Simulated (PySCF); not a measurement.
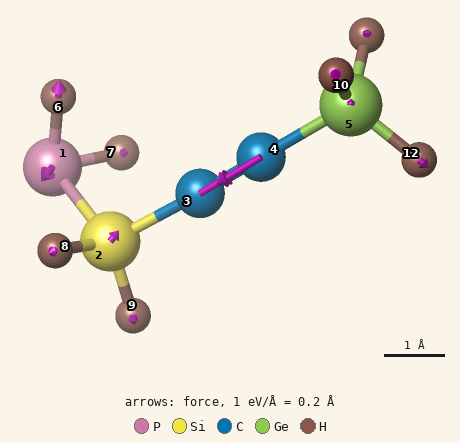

Starting geometry of C$_{2}$H$_{7}$GePSi with the computed forces as purple arrows. A ball-and-stick model, seen at a tilt.

The start comes from GFN2-xTB. Its atoms were then displaced at random by about 0.01 Å.

These are results of PBE0-D3(BJ)/def2-SVP geometry optimisation, gas phase (PySCF), not measurements. 

**Is this structure relaxed? If not, where do the atoms go?**

It isn't relaxed: the largest force vector, on a C atom, is 4.72 eV/Å. The final displacements follow the starting forces only in part (cosine between the two patterns 0.51). The atom that moves furthest after the best rigid fit is an H atom (0.072 Å). Largest moves by element: H 0.072 Å, P 0.069 Å, C 0.033 Å, Si 0.028 Å, Ge 0.022 Å. Among the contacts that change: H–P 1.358 → 1.429 Å, Ge–H 1.482 → 1.535 Å, C–Ge 1.856 → 1.903 Å, C–C 1.266 → 1.225 Å. Bond angles that change, for instance: H–Si–H 113.5° → 109.2°, Si–P–H 97.3° → 93.0°, Si–P–H 95.7° → 93.0°. Over 6 geometry steps the energy falls by 0.287 eV.
